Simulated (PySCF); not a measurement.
**ZrFCl: relaxation and vibrations of the triplet**

Where does triplet ZrFCl go from a linear start, is the end point a minimum, and what are its modes, charges and moments?

The runs use PySCF 2.14.0; PBE0, basis Zr def2-TZVP with ECP28, F def2-TZVP, Cl def2-TZVP, scalar-relativistic core potentials, no spin–orbit coupling, density fitting.

## 1. Starting geometry

3 atoms, charge 0, spin multiplicity 3.

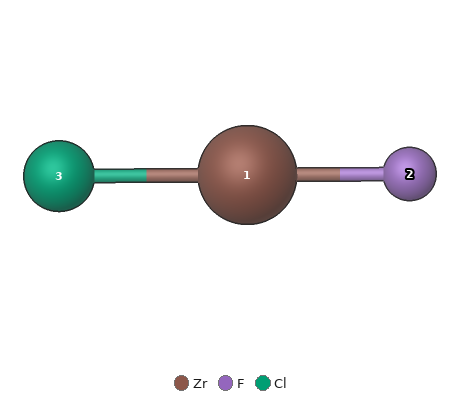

As it starts; zirconium brown, fluorine purple, chlorine teal; atoms are numbered from 1 in the order of the file.

```xyz
3
charge 0 multiplicity 3
Zr    0.0000    0.0000    0.0000
F     0.0000    0.0000   -2.1800
Cl    0.0000    0.0000    2.5300
```

## 2. Finding the electronic state

One driver script runs all steps and calls PySCF; scf.py shows how it sets up the SCF of each step. The optimiser is the driver's own. After this first run the driver tries any further starts and a stability analysis.

The input, scf.py:

```python
from pyscf import gto, scf, dft
mol = gto.M(atom='''
Zr     0.000000     0.000000     0.000000
F      0.000000     0.000000    -2.180000
Cl     0.000000     0.000000     2.530000''',
    basis={'Zr': 'def2-TZVP', 'F': 'def2-TZVP', 'Cl': 'def2-TZVP'},
    ecp={'Zr': 'def2-TZVP'},
    charge=0, spin=2)
mf = dft.UKS(mol, xc='PBE0')
mf.grids.atom_grid = (50, 194)
aux = {'Zr': 'def2-universal-JKFIT', 'F': 'def2-universal-JKFIT', 'Cl': 'def2-universal-JKFIT'}
mf = mf.density_fit(auxbasis=aux)
mf.conv_tol = 1e-08
mf.diis_space = 10
mf.max_cycle = 60
mf.init_guess = 'minao'
mf.verbose = 4
mf.kernel()
```

On the command line:

```sh
$ OMP_NUM_THREADS=4 python axn.py task.json out
```

Output:

```text
init E= -601.344229450144
[... the frontier-level lines of each cycle are left out ...]
cycle= 1 E= -606.598019337992  delta_E= -5.25  |g|= 0.792  |ddm|= 3.12
cycle= 2 E= -606.36160093678  delta_E= 0.236  |g|= 1.02  |ddm|=  2.2
cycle= 3 E= -606.930708076452  delta_E= -0.569  |g|= 0.13  |ddm|= 1.87
cycle= 4 E= -606.929705754345  delta_E= 0.001  |g|= 0.127  |ddm|= 0.125
cycle= 5 E= -606.936016847317  delta_E= -0.00631  |g|= 0.0253  |ddm|= 0.0849
cycle= 6 E= -606.936249647742  delta_E= -0.000233  |g|= 0.00456  |ddm|= 0.0182
cycle= 7 E= -606.936260054702  delta_E= -1.04e-05  |g|= 0.00112  |ddm|= 0.0047
cycle= 8 E= -606.936260720065  delta_E= -6.65e-07  |g|= 0.000294  |ddm|= 0.00109
cycle= 9 E= -606.936260790014  delta_E= -6.99e-08  |g|= 0.000107  |ddm|= 0.000337
cycle= 10 E= -606.936260802657  delta_E= -1.26e-08  |g|= 4.41e-05  |ddm|= 0.000155
cycle= 11 E= -606.936260804176  delta_E= -1.52e-09  |g|= 1.43e-05  |ddm|= 5.74e-05
Extra cycle  E= -606.936260804191  delta_E= -1.55e-11  |g|= 1.69e-05  |ddm|= 2.18e-05
converged SCF energy = -606.936260804191  <S^2> = 2.0044707  2S+1 = 3.002979
```

This step, with its further starts and checks, needed 11 s of wall time on 4 threads of Arm Neoverse V2, shared host.

The starts that the driver tried:

```csv
start,energy (Eh)
the minimal-basis guess,-606.936261
a thermally smeared density,-606.955760
a smeared PBE density,-606.955760
```

The first run landed in a state that is too high. Following the other starts and the instabilities gains 51.2 kJ/mol (-606.95576 Eh), and the work goes on from there.

## 3. Relaxing the triplet from the linear start

The program finds C∞v symmetry in the start, which this walk keeps. The walk stops when the largest gradient is under 0.0003 Eh/bohr and the energy has settled too.

scf.py, as its differences from that of step 2:

```diff
@@ -3,3 +3,3 @@
-Zr     0.000000     0.000000     0.000000
-F      0.000000     0.000000    -2.180000
-Cl     0.000000     0.000000     2.530000''',
+Zr     0.000000     0.000000    -0.327059
+F      0.000000     0.000000    -2.507059
+Cl     0.000000     0.000000     2.202941''',
@@ -16 +15,0 @@
-mf.init_guess = 'minao'
```

Steps of the walk:

```
step  energy (Eh)  change (kJ/mol)  largest symmetric gradient (Eh/bohr)
   0  -606.955760             0.00                               0.06686
   1  -606.977148           -56.15                               0.03605
   2  -606.978927           -60.83                               0.03992
   3  -606.981545           -67.70                               0.00596
   4  -606.981629           -67.92                               0.00099
   5  -606.981631           -67.92                               0.00002
```

The walk took 10 s.

Positions (Å) and forces (eV/Å) along the way:

```
step 0
Zr   0.000   0.000  -0.327   0.000   0.000  -1.537
F    0.000   0.000  -2.507   0.000   0.000   3.438
Cl   0.000   0.000   2.203   0.000   0.000  -1.901
step 1
Zr   0.000   0.000  -0.350   0.000   0.000  -0.946
F    0.000   0.000  -2.368   0.000   0.000   1.854
Cl   0.000   0.000   2.087   0.000   0.000  -0.907
step 3
Zr   0.000   0.000  -0.358   0.000   0.000  -0.200
F    0.000   0.000  -2.296   0.000   0.000   0.306
Cl   0.000   0.000   2.024   0.000   0.000  -0.106
step 5
Zr   0.000   0.000  -0.361   0.000   0.000   0.000
F    0.000   0.000  -2.286   0.000   0.000  -0.001
Cl   0.000   0.000   2.015   0.000   0.000   0.001
```

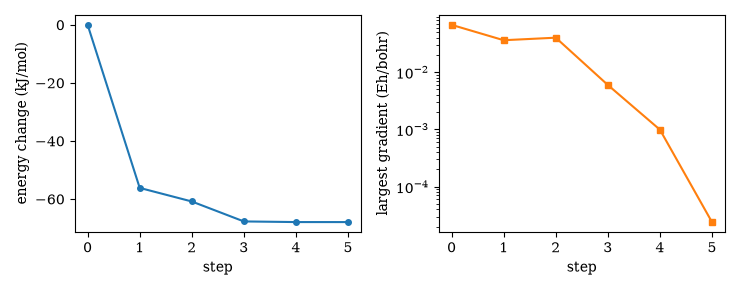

Energy and largest gradient along the walk.

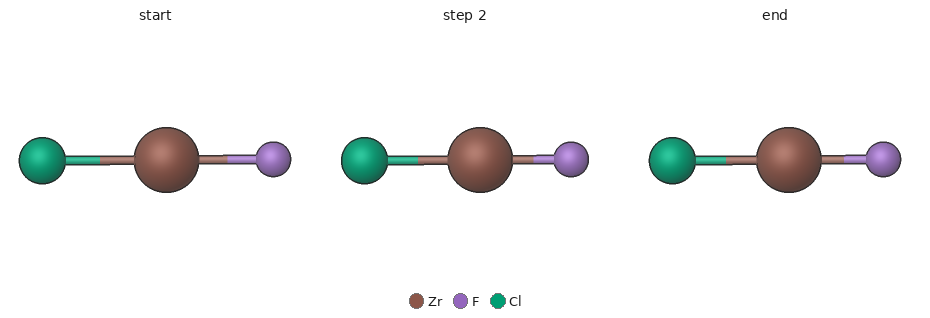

Start and end of the relaxation, with a step between.

End point (C∞v, 5 steps, 67.9 kJ/mol gained): Zr–Cl 2.376 Å, Zr–F 1.925 Å; Cl–Zr–F 180.0°.

## 4. Is it a minimum? Harmonic modes

The point is checked on the finer grid, and tightened if its gradient asks for it. The Hessian and the dipole derivatives come from central differences of analytic gradients, with steps of 0.02 bohr.

scf.py, as its differences from that of step 3:

```diff
@@ -3,3 +3,3 @@
-Zr     0.000000     0.000000    -0.327059
-F      0.000000     0.000000    -2.507059
-Cl     0.000000     0.000000     2.202941''',
+Zr     0.000000     0.000000    -0.323447
+F      0.000000    -0.000000    -2.248320
+Cl     0.000000    -0.000000     2.052971''',
@@ -10 +10 @@
-mf.grids.atom_grid = (50, 194)
+mf.grids.atom_grid = (75, 302)
@@ -13 +13 @@
-mf.conv_tol = 1e-08
+mf.conv_tol = 1e-10
```

This SCF starts from the last density.

SCF at the final geometry:

```text
init E= -606.98172412303
[... the frontier-level lines of each cycle are left out ...]
cycle= 1 E= -606.981724123008  delta_E= 2.21e-11  |g|= 1e-05  |ddm|= 6.31e-06
cycle= 2 E= -606.981724122925  delta_E= 8.28e-11  |g|= 1.92e-05  |ddm|= 1.22e-05
cycle= 3 E= -606.981724123039  delta_E= -1.14e-10  |g|= 3.98e-07  |ddm|= 8.12e-06
cycle= 4 E= -606.981724123039  delta_E= 2.27e-13  |g|= 2.94e-08  |ddm|= 4.03e-07
Extra cycle  E= -606.981724123039  delta_E= -1.14e-13  |g|= 2.88e-08  |ddm|= 5.65e-08
converged SCF energy = -606.981724123039  <S^2> = 2.0040701  2S+1 = 3.0027122
```

The whole step took 29 s.

Geometry: C∞v; Zr–Cl 2.376 Å, Zr–F 1.925 Å; Cl–Zr–F 180.0°.

Modes, for the most abundant isotopes:

```
symmetry  ω (cm⁻¹)  IR (km/mol)  μ (u)     type
       π       70i         11.8  29.05     bend
      σ+       372         54.4  38.38  stretch
      σ+       629          188  22.00  stretch
```

2 modes are imaginary, the largest at 70i cm⁻¹: a saddle point, not a minimum.

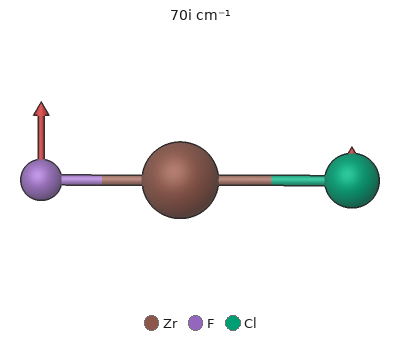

The imaginary mode, as arrows.

Constants and moments:

```
Dipole moment                                                   : 0.56 D
Highest occupied level                                          : -5.74 eV
Lowest empty level                                              : -2.94 eV
Rotational constants                                            : 0.06668 cm⁻¹
Zero-point energy (real modes)                                  : 6.0 kJ/mol
Principal polarisabilities                                      : 64.1, 71.9, 71.9 bohr³
Atomisation energy without zero-point energy                    : 1119 kJ/mol
Principal traceless quadrupole moments about the centre of mass : -13.82, 6.91, 6.91 D Å
Spin squared ⟨S²⟩                                               : 2.004
```

Charges (e) and bond orders:

```json
{"atom": "Zr1", "Mulliken": "0.92", "Löwdin": "0.29", "polar tensor": "1.21", "spin (Mulliken)": "2.06", "Mayer order to Zr1": "–"}
{"atom": "F2", "Mulliken": "-0.49", "Löwdin": "-0.29", "polar tensor": "-0.66", "spin (Mulliken)": "-0.02", "Mayer order to Zr1": "0.89"}
{"atom": "Cl3", "Mulliken": "-0.43", "Löwdin": "-0.01", "polar tensor": "-0.55", "spin (Mulliken)": "-0.05", "Mayer order to Zr1": "1.03"}
```

Mulliken populations on Zr1 (outside its core potential): s 2.73, p 6.19, d 2.10, f 0.07.

## 5. Downhill along the imaginary mode

The atoms are moved a little along the softest imaginary mode and relaxed again.

The program finds Cs symmetry in the start, which this walk keeps.

scf.py, as its differences from that of step 4:

```diff
@@ -3,3 +3,3 @@
-Zr     0.000000     0.000000    -0.323447
-F      0.000000    -0.000000    -2.248320
-Cl     0.000000    -0.000000     2.052971''',
+Zr    -0.094051     0.017253    -0.323420
+F      0.245897    -0.045108    -2.248293
+Cl     0.108210    -0.019850     2.052998''',
@@ -10 +10 @@
-mf.grids.atom_grid = (75, 302)
+mf.grids.atom_grid = (50, 194)
@@ -13 +13 @@
-mf.conv_tol = 1e-10
+mf.conv_tol = 1e-08
```

Energy and gradient, step by step:

| step | energy (Eh) | change (kJ/mol) | largest symmetric gradient (Eh/bohr) |
| --- | --- | --- | --- |
| 0 | -606.981902 | 0.00 | 0.01484 |
| 1 | -606.982505 | -1.58 | 0.00335 |
| 2 | -606.982669 | -2.01 | 0.00305 |
| 3 | -606.983191 | -3.38 | 0.00642 |
| 4 | -606.983759 | -4.88 | 0.00604 |
| 5 | -606.984088 | -5.74 | 0.00311 |
| 6 | -606.984115 | -5.81 | 0.00143 |
| 7 | -606.984123 | -5.83 | 0.00048 |
| 8 | -606.984124 | -5.83 | 0.00028 |

The walk took 22 s.

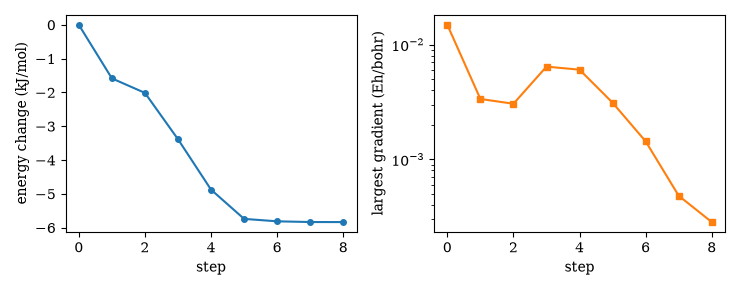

How energy and gradient fall.

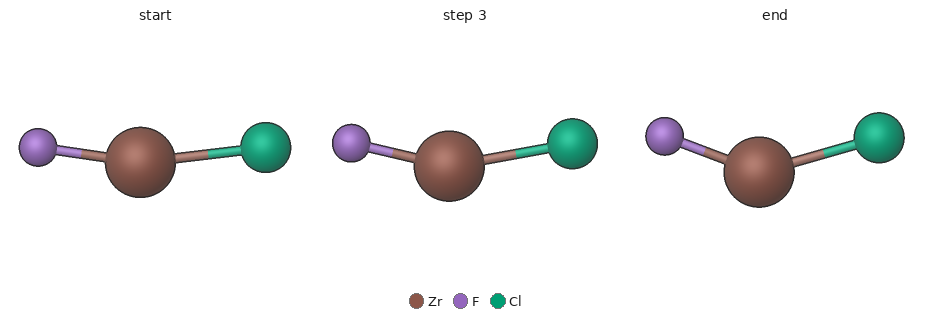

The geometry along the walk, at one scale.

End point (Cs, 8 steps, 5.8 kJ/mol gained): Zr–Cl 2.359 Å, Zr–F 1.910 Å; Cl–Zr–F 143.3°.

## 6. Hessian and properties

As before: finer grid, then central differences.

scf.py, as its differences from that of step 5:

```diff
@@ -3,3 +3,3 @@
-Zr    -0.094051     0.017253    -0.323420
-F      0.245897    -0.045108    -2.248293
-Cl     0.108210    -0.019850     2.052998''',
+Zr    -0.239837     0.043996    -0.324120
+F      0.492478    -0.090341    -2.081917
+Cl     0.336867    -0.061796     1.960539''',
@@ -10 +10 @@
-mf.grids.atom_grid = (50, 194)
+mf.grids.atom_grid = (75, 302)
@@ -13 +13 @@
-mf.conv_tol = 1e-08
+mf.conv_tol = 1e-10
```

Log of the central SCF (cycles and frontier levels):

```text
init E= -606.984123521975
[... the frontier-level lines of each cycle are left out ...]
cycle= 1 E= -606.984123522057  delta_E= -8.21e-11  |g|= 3.22e-06  |ddm|= 1.62e-05
Extra cycle  E= -606.984123522135  delta_E= -7.83e-11  |g|= 4.35e-06  |ddm|= 1.66e-05
converged SCF energy = -606.984123522135  <S^2> = 2.0036451  2S+1 = 3.0024291
```

The whole step needed 54 s of wall time on 4 threads of Arm Neoverse V2, shared host.

Geometry: Cs; Zr–Cl 2.359 Å, Zr–F 1.909 Å; Cl–Zr–F 142.7°.

Harmonic modes (main isotopes):

```
symmetry  ω (cm⁻¹)  IR (km/mol)     type
      a'        89          2.4     bend
      a'       382         52.9  stretch
      a'       643          154  stretch
```

All wavenumbers are real: a minimum.

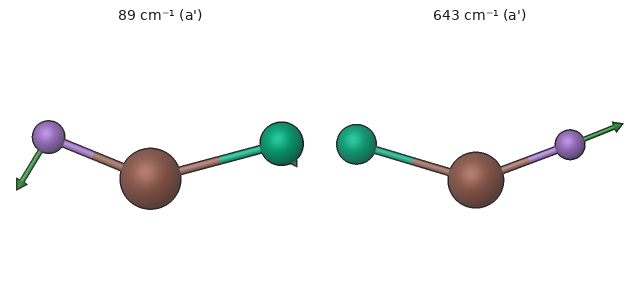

How the atoms move in 2 of the modes.

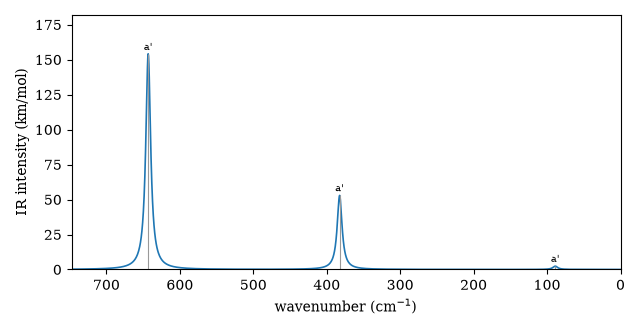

The harmonic infrared spectrum (widths in cm⁻¹). Lines are broadened to a width of 8 cm⁻¹ (Lorentzian).

Properties at this point:

```yaml
Dipole_moment: 1.39 D
Highest_occupied_level: -5.55 eV
Lowest_empty_level: -2.77 eV
Rotational_constants: 1.234, 0.07435, 0.07012 cm⁻¹
Zero-point_energy: 6.7 kJ/mol
Principal_polarisabilities: 62.3, 73.0, 76.6 bohr³
Atomisation_energy_without_zero-point_energy: 1125 kJ/mol
Principal_traceless_quadrupole_moments_about_the_centre_of_mass: -10.48, 4.19, 6.30 D Å
Entropy_at_298.15_K_and_1_bar_electronic_part_spin_only: 306.0 J/(mol K)
Heat_capacity_Cp_at_298.15_K: 51.7 J/(mol K)
Enthalpy_at_298.15_K_above_0_K: 13.12 kJ/mol
Rotational_symmetry_number: 1
Spin_squared_⟨S²⟩: 2.004
```

Populations by atom (charges in e):

```tsv
atom	Mulliken	Löwdin	polar tensor	spin (Mulliken)	Mayer order to Zr1
Zr1	0.89	0.25	1.13	2.05	–
F2	-0.47	-0.27	-0.61	-0.02	0.93
Cl3	-0.42	0.02	-0.52	-0.04	1.05
```

Outer orbital energies (eV). α occupied: -12.54, -12.00, -11.94, -10.06, -9.44, -9.41, -5.95, -5.55; empty: -2.77, -1.79, -1.51, -0.74. β occupied: -31.12, -22.22, -12.49, -11.96, -11.96, -10.01, -9.44, -9.37; empty: -2.41, -1.87, -1.34, -1.17.

Mulliken populations on Zr1 (outside its core potential): s 2.72, p 6.21, d 2.13, f 0.06.

## 7. All stationary points

| spin | group | bonds | imaginary modes (cm⁻¹) | ΔE (kJ/mol) | with zero-point energy |
| --- | --- | --- | --- | --- | --- |
| triplet | Cs | Zr–Cl 2.359 Å, Zr–F 1.909 Å | none | 0.0 | 0.0 |
| triplet | C∞v | Zr–Cl 2.376 Å, Zr–F 1.925 Å | 70i, 70i | 6.3 | – |

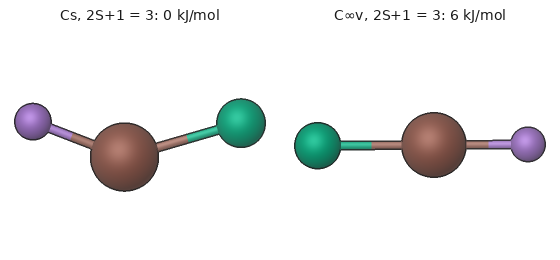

The points, lowest first (zirconium brown, fluorine purple, chlorine teal).

## 8. Outcome

```
                                          quantity                                        value
                                           minimum                                  triplet, Cs
                                          geometry  Zr–Cl 2.359 Å, Zr–F 1.909 Å; Cl–Zr–F 142.7°
                                wavenumbers (cm⁻¹)                  89 (a'), 382 (a'), 643 (a')
                                     dipole moment                                       1.39 D
highest occupied, lowest empty level (either spin)                              -5.55, -2.77 eV
                        polar-tensor charge of Zr1                                      +1.13 e
                                 zero-point energy                                   6.7 kJ/mol
                               entropy at 298.15 K                              306.0 J/(mol K)
         atomisation energy (no zero-point energy)                                  1125 kJ/mol
                                              ⟨S²⟩                                        2.004
```

In words: The linear start (C∞v) ends in a minimum of Cs symmetry, after a stop at a second-order saddle point 6.3 kJ/mol higher, from which it was pushed off along an imaginary mode. The strongest infrared band lies at 643 cm⁻¹ (a', stretch). Most of the spin sits on Zr1 (Mulliken spin 2.05, against 2 for the whole molecule). The first SCF alone would have been 51 kJ/mol too high. Only this shape and spin were tried, so other structures or states may lie lower. Open d and f shells are described by one determinant, and the ground state may have another occupation or spin.

The search up to here took 2.1 min.
